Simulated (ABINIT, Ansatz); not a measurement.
# SnGeSe3 (Pm-3m): zone-centre phonons, part 3 of 5

Aim: the zone-centre modes of SnGeSe3 (Pm-3m).

ABINIT 10.8.3; DFT LDA, scalar-relativistic, plane waves, HGH norm-conserving pseudopotentials.

So far. Step 5 (Self-consistent run for the response): The cell stands at -1.1 GPa: the relaxation ran with a smoothed and higher cutoff, and the difference is a stress of the finite basis. Step 6 (Linear response at Γ): The acoustic modes at Γ come out as far as 3.0 cm⁻¹ from zero, where they should vanish, a small numerical error. The lowest optical mode is imaginary, 113i cm⁻¹, an instability at this level and on this k mesh. The relaxed cell has a = 4.901 Å (conventional setting).

The structure was built from a prototype and need not be the compound's stable phase.

### 7. Zone-centre analysis

anaddb reads the merged derivatives and imposes the acoustic sum rule.

File anaddb.abi:

```
ddb_filepath "gamma_DDB"
output_file "anaddb.abo"
outdata_prefix "anaddb"
asr 1
chneut 1
enunit 2
eivec 1
nph1l 1
qph1l 0.0 0.0 0.0 1.0
```

File mrgddb.in:

```
gamma_DDB
merged
2
dfpt_gammao_DDB
gso_DDB
```

Run with:

```sh
> mrgddb < mrgddb.in > mrgddb.log
> OMP_NUM_THREADS=1 anaddb anaddb.abi > anaddb.log
```

anaddb.abo, the main output file:

```text
-outvars_anaddb: echo values of input variables ----------------------

 Miscellaneous information :
      enunit         2
       eivec         1
         asr         1
 First list of wavevector (reduced coord.) :
       nph1l         1
       qph1l
                     0.00000000E+00  0.00000000E+00  0.00000000E+00    1.000E+00

================================================================================

 read the DDB information and perform some checks

  ==== Info on the Cryst% object ====
 Real(R)+Recip(G) space primitive vectors, cartesian coordinates (Bohr,Bohr^-1):
 R(1)=  9.2608546  0.0000000  0.0000000  G(1)=  0.1079814  0.0000000  0.0000000
 R(2)=  0.0000000  9.2608546  0.0000000  G(2)=  0.0000000  0.1079814  0.0000000
 R(3)=  0.0000000  0.0000000  9.2608546  G(3)=  0.0000000  0.0000000  0.1079814
 Unit cell volume ucvol=  7.9424264E+02 bohr^3
 Angles (23,13,12)=  9.00000000E+01  9.00000000E+01  9.00000000E+01 degrees
 Time-reversal symmetry is present
 Reduced atomic positions [iatom, xred, symbol]:
    1)    0.0000000  0.0000000  0.0000000  Sn
    2)    0.5000000  0.5000000  0.5000000  Ge
    3)    0.5000000  0.5000000  0.0000000  Se
    4)    0.5000000  0.0000000  0.5000000  Se
    5)    0.0000000  0.5000000  0.5000000  Se

 DDB file with 3 blocks has been read.

================================================================================

 Treat the first list of vectors

  Phonon wavevector (reduced coordinates) :  0.00000  0.00000  0.00000
 Phonon energies in Hartree :
  -5.133970E-04 -5.133970E-04 -5.133970E-04 -3.576375E-04 -3.576375E-04
  -3.576375E-04 -2.076536E-04 -2.076536E-04 -2.076536E-04  0.000000E+00
   0.000000E+00  0.000000E+00  9.272083E-04  9.272083E-04  9.272083E-04
 Phonon energies in meV     :
- -1.397024E+01 -1.397024E+01 -1.397024E+01 -9.731812E+00 -9.731812E+00
- -9.731812E+00 -5.650544E+00 -5.650544E+00 -5.650544E+00  0.000000E+00
-  0.000000E+00  0.000000E+00  2.523062E+01  2.523062E+01  2.523062E+01
 Phonon frequencies in cm-1    :
- -1.126776E+02 -1.126776E+02 -1.126776E+02 -7.849236E+01 -7.849236E+01
- -7.849236E+01 -4.557471E+01 -4.557471E+01 -4.557471E+01  0.000000E+00
-  0.000000E+00  0.000000E+00  2.034987E+02  2.034987E+02  2.034987E+02
 Phonon frequencies in Thz     :
- -3.377990E+00 -3.377990E+00 -3.377990E+00 -2.353142E+00 -2.353142E+00
- -2.353142E+00 -1.366295E+00 -1.366295E+00 -1.366295E+00  0.000000E+00
-  0.000000E+00  0.000000E+00  6.100737E+00  6.100737E+00  6.100737E+00
 Phonon energies in Kelvin  :
- -1.621179E+02 -1.621179E+02 -1.621179E+02 -1.129330E+02 -1.129330E+02
- -1.129330E+02 -6.557183E+01 -6.557183E+01 -6.557183E+01  0.000000E+00
-  0.000000E+00  0.000000E+00  2.927892E+02  2.927892E+02  2.927892E+02

 Eigendisplacements
 (will be given, for each mode : in cartesian coordinates
   for each atom the real part of the displacement vector,
   then the imaginary part of the displacement vector - absolute values smaller than 1.0d-7 are set to zero)
  Mode number    1   Energy   -5.133970E-04
 Attention : low frequency mode.
   (Could be unstable or acoustic mode)
-  1  0.00000000E+00  0.00000000E+00  1.34796441E-03
-     0.00000000E+00  0.00000000E+00  0.00000000E+00
-  2  0.00000000E+00  0.00000000E+00  6.73775232E-04
-     0.00000000E+00  0.00000000E+00  0.00000000E+00
-  3  0.00000000E+00  0.00000000E+00  1.06005609E-04
-     0.00000000E+00  0.00000000E+00  0.00000000E+00
-  4  0.00000000E+00  0.00000000E+00 -1.37607057E-03
-     0.00000000E+00  0.00000000E+00  0.00000000E+00
-  5  0.00000000E+00  0.00000000E+00 -1.37607057E-03
-     0.00000000E+00  0.00000000E+00  0.00000000E+00
  Mode number    2   Energy   -5.133970E-04
 Attention : low frequency mode.
   (Could be unstable or acoustic mode)
-  1  0.00000000E+00  1.34796441E-03  0.00000000E+00
-     0.00000000E+00  0.00000000E+00  0.00000000E+00
-  2  0.00000000E+00  6.73775232E-04  0.00000000E+00
-     0.00000000E+00  0.00000000E+00  0.00000000E+00
-  3  0.00000000E+00 -1.37607057E-03  0.00000000E+00
-     0.00000000E+00  0.00000000E+00  0.00000000E+00
-  4  0.00000000E+00  1.06005609E-04  0.00000000E+00
-     0.00000000E+00  0.00000000E+00  0.00000000E+00
-  5  0.00000000E+00 -1.37607057E-03  0.00000000E+00
-     0.00000000E+00  0.00000000E+00  0.00000000E+00
  Mode number    3   Energy   -5.133970E-04
 Attention : low frequency mode.
   (Could be unstable or acoustic mode)
-  1  1.34796441E-03  0.00000000E+00  0.00000000E+00
-     0.00000000E+00  0.00000000E+00  0.00000000E+00
-  2  6.73775232E-04  0.00000000E+00  0.00000000E+00
-     0.00000000E+00  0.00000000E+00  0.00000000E+00
-  3 -1.37607057E-03  0.00000000E+00  0.00000000E+00
-     0.00000000E+00  0.00000000E+00  0.00000000E+00
-  4 -1.37607057E-03  0.00000000E+00  0.00000000E+00
-     0.00000000E+00  0.00000000E+00  0.00000000E+00
-  5  1.06005609E-04  0.00000000E+00  0.00000000E+00
-     0.00000000E+00  0.00000000E+00  0.00000000E+00
  Mode number    4   Energy   -3.576375E-04
 Attention : low frequency mode.
   (Could be unstable or acoustic mode)
-  1  0.00000000E+00  0.00000000E+00  0.00000000E+00
-     0.00000000E+00  0.00000000E+00  0.00000000E+00
-  2  0.00000000E+00  0.00000000E+00  0.00000000E+00
-     0.00000000E+00  0.00000000E+00  0.00000000E+00
-  3  0.00000000E+00  0.00000000E+00  0.00000000E+00
-     0.00000000E+00  0.00000000E+00  0.00000000E+00
-  4  0.00000000E+00  0.00000000E+00 -1.86380890E-03
-     0.00000000E+00  0.00000000E+00  0.00000000E+00
-  5  0.00000000E+00  0.00000000E+00  1.86380890E-03
-     0.00000000E+00  0.00000000E+00  0.00000000E+00
  Mode number    5   Energy   -3.576375E-04
 Attention : low frequency mode.
   (Could be unstable or acoustic mode)
-  1  0.00000000E+00  0.00000000E+00  0.00000000E+00
-     0.00000000E+00  0.00000000E+00  0.00000000E+00
-  2  0.00000000E+00  0.00000000E+00  0.00000000E+00
-     0.00000000E+00  0.00000000E+00  0.00000000E+00
-  3  0.00000000E+00  1.86380890E-03  0.00000000E+00
-     0.00000000E+00  0.00000000E+00  0.00000000E+00
-  4  0.00000000E+00  0.00000000E+00  0.00000000E+00
-     0.00000000E+00  0.00000000E+00  0.00000000E+00
-  5  0.00000000E+00 -1.86380890E-03  0.00000000E+00
-     0.00000000E+00  0.00000000E+00  0.00000000E+00
  Mode number    6   Energy   -3.576375E-04
 Attention : low frequency mode.
   (Could be unstable or acoustic mode)
-  1  0.00000000E+00  0.00000000E+00  0.00000000E+00
-     0.00000000E+00  0.00000000E+00  0.00000000E+00
-  2  0.00000000E+00  0.00000000E+00  0.00000000E+00
-     0.00000000E+00  0.00000000E+00  0.00000000E+00
-  3  1.86380890E-03  0.00000000E+00  0.00000000E+00
-     0.00000000E+00  0.00000000E+00  0.00000000E+00
-  4 -1.86380890E-03  0.00000000E+00  0.00000000E+00
-     0.00000000E+00  0.00000000E+00  0.00000000E+00
-  5  0.00000000E+00  0.00000000E+00  0.00000000E+00
-     0.00000000E+00  0.00000000E+00  0.00000000E+00
  Mode number    7   Energy   -2.076536E-04
 Attention : low frequency mode.
   (Could be unstable or acoustic mode)
-  1  0.00000000E+00  0.00000000E+00 -1.23233768E-03
-     0.00000000E+00  0.00000000E+00  0.00000000E+00
-  2  0.00000000E+00  0.00000000E+00  1.85947577E-03
-     0.00000000E+00  0.00000000E+00  0.00000000E+00
-  3  0.00000000E+00  0.00000000E+00  1.04021869E-03
-     0.00000000E+00  0.00000000E+00  0.00000000E+00
-  4  0.00000000E+00  0.00000000E+00 -4.48748702E-04
-     0.00000000E+00  0.00000000E+00  0.00000000E+00
-  5  0.00000000E+00  0.00000000E+00 -4.48748702E-04
-     0.00000000E+00  0.00000000E+00  0.00000000E+00
  Mode number    8   Energy   -2.076536E-04
 Attention : low frequency mode.
   (Could be unstable or acoustic mode)
-  1  0.00000000E+00  1.23233768E-03  0.00000000E+00
-     0.00000000E+00  0.00000000E+00  0.00000000E+00
-  2  0.00000000E+00 -1.85947577E-03  0.00000000E+00
-     0.00000000E+00  0.00000000E+00  0.00000000E+00
-  3  0.00000000E+00  4.48748702E-04  0.00000000E+00
-     0.00000000E+00  0.00000000E+00  0.00000000E+00
-  4  0.00000000E+00 -1.04021869E-03  0.00000000E+00
-     0.00000000E+00  0.00000000E+00  0.00000000E+00
-  5  0.00000000E+00  4.48748702E-04  0.00000000E+00
-     0.00000000E+00  0.00000000E+00  0.00000000E+00
  Mode number    9   Energy   -2.076536E-04
 Attention : low frequency mode.
   (Could be unstable or acoustic mode)
-  1  1.23233768E-03  0.00000000E+00  0.00000000E+00
-     0.00000000E+00  0.00000000E+00  0.00000000E+00
-  2 -1.85947577E-03  0.00000000E+00  0.00000000E+00
-     0.00000000E+00  0.00000000E+00  0.00000000E+00
-  3  4.48748702E-04  0.00000000E+00  0.00000000E+00
-     0.00000000E+00  0.00000000E+00  0.00000000E+00
-  4  4.48748702E-04  0.00000000E+00  0.00000000E+00
-     0.00000000E+00  0.00000000E+00  0.00000000E+00
-  5 -1.04021869E-03  0.00000000E+00  0.00000000E+00
-     0.00000000E+00  0.00000000E+00  0.00000000E+00
  Mode number   10   Energy    0.000000E+00
 Attention : low frequency mode.
   (Could be unstable or acoustic mode)
-  1  0.00000000E+00  0.00000000E+00  1.13185514E-03
-     0.00000000E+00  0.00000000E+00  0.00000000E+00
-  2  0.00000000E+00  0.00000000E+00  1.13188667E-03
-     0.00000000E+00  0.00000000E+00  0.00000000E+00
-  3  0.00000000E+00  0.00000000E+00  1.13188288E-03
-     0.00000000E+00  0.00000000E+00  0.00000000E+00
-  4  0.00000000E+00  0.00000000E+00  1.13186755E-03
-     0.00000000E+00  0.00000000E+00  0.00000000E+00
-  5  0.00000000E+00  0.00000000E+00  1.13186755E-03
-     0.00000000E+00  0.00000000E+00  0.00000000E+00
  Mode number   11   Energy    0.000000E+00
 Attention : low frequency mode.
   (Could be unstable or acoustic mode)
-  1  0.00000000E+00  1.13185514E-03  0.00000000E+00
-     0.00000000E+00  0.00000000E+00  0.00000000E+00
-  2  0.00000000E+00  1.13188667E-03  0.00000000E+00
-     0.00000000E+00  0.00000000E+00  0.00000000E+00
-  3  0.00000000E+00  1.13186755E-03  0.00000000E+00
-     0.00000000E+00  0.00000000E+00  0.00000000E+00
-  4  0.00000000E+00  1.13188288E-03  0.00000000E+00
-     0.00000000E+00  0.00000000E+00  0.00000000E+00
-  5  0.00000000E+00  1.13186755E-03  0.00000000E+00
-     0.00000000E+00  0.00000000E+00  0.00000000E+00
  Mode number   12   Energy    0.000000E+00
 Attention : low frequency mode.
   (Could be unstable or acoustic mode)
-  1  1.13185514E-03  0.00000000E+00  0.00000000E+00
-     0.00000000E+00  0.00000000E+00  0.00000000E+00
-  2  1.13188667E-03  0.00000000E+00  0.00000000E+00
-     0.00000000E+00  0.00000000E+00  0.00000000E+00
-  3  1.13186755E-03  0.00000000E+00  0.00000000E+00
-     0.00000000E+00  0.00000000E+00  0.00000000E+00
-  4  1.13186755E-03  0.00000000E+00  0.00000000E+00
-     0.00000000E+00  0.00000000E+00  0.00000000E+00
-  5  1.13188288E-03  0.00000000E+00  0.00000000E+00
-     0.00000000E+00  0.00000000E+00  0.00000000E+00
  Mode number   13   Energy    9.272083E-04
-  1  0.00000000E+00  0.00000000E+00  6.64576054E-05
-     0.00000000E+00  0.00000000E+00  0.00000000E+00
-  2  0.00000000E+00  0.00000000E+00  1.53699895E-03
-     0.00000000E+00  0.00000000E+00  0.00000000E+00
-  3  0.00000000E+00  0.00000000E+00 -2.13848457E-03
-     0.00000000E+00  0.00000000E+00  0.00000000E+00
-  4  0.00000000E+00  0.00000000E+00  3.12592159E-04
-     0.00000000E+00  0.00000000E+00  0.00000000E+00
-  5  0.00000000E+00  0.00000000E+00  3.12592159E-04
-     0.00000000E+00  0.00000000E+00  0.00000000E+00
  Mode number   14   Energy    9.272083E-04
-  1  0.00000000E+00  6.64576054E-05  0.00000000E+00
-     0.00000000E+00  0.00000000E+00  0.00000000E+00
-  2  0.00000000E+00  1.53699895E-03  0.00000000E+00
-     0.00000000E+00  0.00000000E+00  0.00000000E+00
-  3  0.00000000E+00  3.12592159E-04  0.00000000E+00
-     0.00000000E+00  0.00000000E+00  0.00000000E+00
-  4  0.00000000E+00 -2.13848457E-03  0.00000000E+00
-     0.00000000E+00  0.00000000E+00  0.00000000E+00
-  5  0.00000000E+00  3.12592159E-04  0.00000000E+00
-     0.00000000E+00  0.00000000E+00  0.00000000E+00
  Mode number   15   Energy    9.272083E-04
-  1  6.64576054E-05  0.00000000E+00  0.00000000E+00
-     0.00000000E+00  0.00000000E+00  0.00000000E+00
-  2  1.53699895E-03  0.00000000E+00  0.00000000E+00
-     0.00000000E+00  0.00000000E+00  0.00000000E+00
-  3  3.12592159E-04  0.00000000E+00  0.00000000E+00
-     0.00000000E+00  0.00000000E+00  0.00000000E+00
-  4  3.12592159E-04  0.00000000E+00  0.00000000E+00
-     0.00000000E+00  0.00000000E+00  0.00000000E+00
-  5 -2.13848457E-03  0.00000000E+00  0.00000000E+00
-     0.00000000E+00  0.00000000E+00  0.00000000E+00

 Analysis of degeneracies and characters (maximum tolerance=1.00E-06 a.u.)
 For each vibration mode, or group of modes if degenerate,
 the characters are given for each symmetry operation (see the list in the log file).
 Symmetry characters of vibration mode #   1
       degenerate with vibration modes #   2 to    3
  3.0 -3.0 -1.0  1.0 -1.0  1.0 -1.0  1.0  1.0 -1.0 -1.0  1.0  1.0 -1.0 -1.0  1.0
  0.0 -0.0 -0.0  0.0  0.0 -0.0 -0.0  0.0  1.0 -1.0 -1.0  1.0 -1.0  1.0  1.0 -1.0
  0.0 -0.0  0.0 -0.0 -0.0  0.0 -0.0  0.0  1.0 -1.0  1.0 -1.0 -1.0  1.0 -1.0  1.0
 Symmetry characters of vibration mode #   4
       degenerate with vibration modes #   5 to    6
  3.0 -3.0 -1.0  1.0 -1.0  1.0 -1.0  1.0 -1.0  1.0  1.0 -1.0 -1.0  1.0  1.0 -1.0
  0.0 -0.0  0.0 -0.0 -0.0  0.0 -0.0  0.0 -1.0  1.0  1.0 -1.0  1.0 -1.0 -1.0  1.0
  0.0 -0.0 -0.0  0.0 -0.0  0.0  0.0 -0.0 -1.0  1.0 -1.0  1.0  1.0 -1.0  1.0 -1.0
 Symmetry characters of vibration mode #   7
       degenerate with vibration modes #   8 to    9
  3.0 -3.0 -1.0  1.0 -1.0  1.0 -1.0  1.0  1.0 -1.0 -1.0  1.0  1.0 -1.0 -1.0  1.0
  0.0 -0.0  0.0 -0.0 -0.0  0.0 -0.0  0.0  1.0 -1.0 -1.0  1.0 -1.0  1.0  1.0 -1.0
  0.0 -0.0 -0.0  0.0 -0.0  0.0  0.0 -0.0  1.0 -1.0  1.0 -1.0 -1.0  1.0 -1.0  1.0
 Symmetry characters of vibration mode #  10
       degenerate with vibration modes #  11 to   12
  3.0 -3.0 -1.0  1.0 -1.0  1.0 -1.0  1.0  1.0 -1.0 -1.0  1.0  1.0 -1.0 -1.0  1.0
 -0.0  0.0 -0.0  0.0  0.0 -0.0  0.0 -0.0  1.0 -1.0 -1.0  1.0 -1.0  1.0  1.0 -1.0
 -0.0  0.0  0.0 -0.0  0.0 -0.0 -0.0  0.0  1.0 -1.0  1.0 -1.0 -1.0  1.0 -1.0  1.0
 Symmetry characters of vibration mode #  13
       degenerate with vibration modes #  14 to   15
  3.0 -3.0 -1.0  1.0 -1.0  1.0 -1.0  1.0  1.0 -1.0 -1.0  1.0  1.0 -1.0 -1.0  1.0
  0.0 -0.0  0.0 -0.0 -0.0  0.0 -0.0  0.0  1.0 -1.0 -1.0  1.0 -1.0  1.0  1.0 -1.0
  0.0 -0.0 -0.0  0.0 -0.0  0.0  0.0 -0.0  1.0 -1.0  1.0 -1.0 -1.0  1.0 -1.0  1.0
-
```

It took 0.51 s on 1 thread of Arm Neoverse V1, shared host.

This step gave:

```yaml
lowest_optical_zone_centre_mode: -112.7 cm⁻¹
```

No LO-TO term; unit eigenvectors of the mass-weighted matrix, from anaddb's displacements. Modes at Γ, with each element's share of the kinetic energy (negative means imaginary):

| mode | frequency (cm⁻¹) | symmetry | Sn % | Ge % | Se % |
| --- | --- | --- | --- | --- | --- |
| 1 | -112.7 | T1u | 39 | 6 | 55 |
| 2 | -112.7 | T1u | 39 | 6 | 55 |
| 3 | -112.7 | T1u | 39 | 6 | 55 |
| 4 | -78.5 | T2u | 0 | 0 | 100 |
| 5 | -78.5 | T2u | 0 | 0 | 100 |
| 6 | -78.5 | T2u | 0 | 0 | 100 |
| 7 | -45.6 | T1u | 33 | 46 | 21 |
| 8 | -45.6 | T1u | 33 | 46 | 21 |
| 9 | -45.6 | T1u | 33 | 46 | 21 |
| 10 | 0.0 | acoustic | 28 | 17 | 55 |
| 11 | 0.0 | acoustic | 28 | 17 | 55 |
| 12 | 0.0 | acoustic | 28 | 17 | 55 |
| 13 | 203.5 | T1u | 0 | 31 | 69 |
| 14 | 203.5 | T1u | 0 | 31 | 69 |
| 15 | 203.5 | T1u | 0 | 31 | 69 |

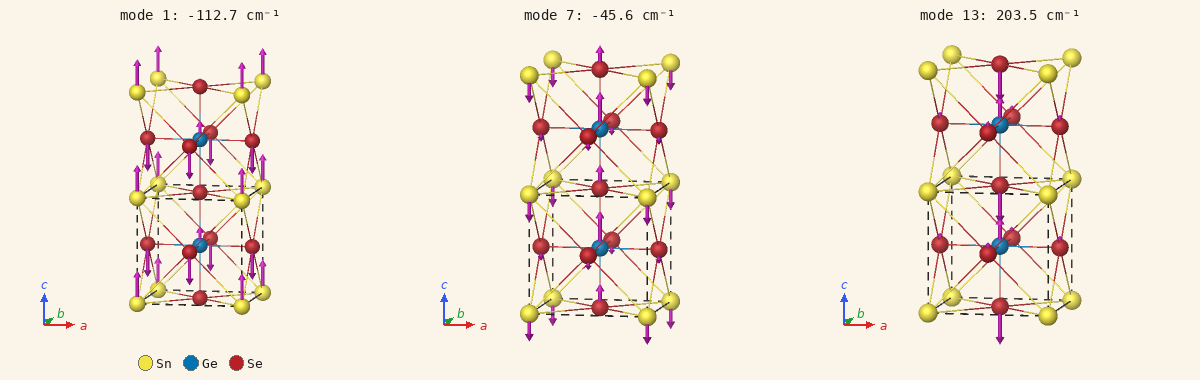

Displacement patterns of modes 1, 7 and 13 at Γ; arrows are exaggerated. 1×1×2 cells are drawn. Some periodic images of atoms are drawn too.

The rule moves no optical mode by more than 0.1 cm⁻¹.

(Continued in part 4 of 5.)

[Host names and launcher messages were left out of these logs when they were recorded.]

[Logs are printed without paths, hosts, clocks, repeated set-up lines and the standing remarks that a program may print on its own settings, such as how far it seeks lower states.]

[Hosts, paths, dates, database ids (printed as entryN), source tags and the programs' standing remarks are cut or masked in the printed files.]
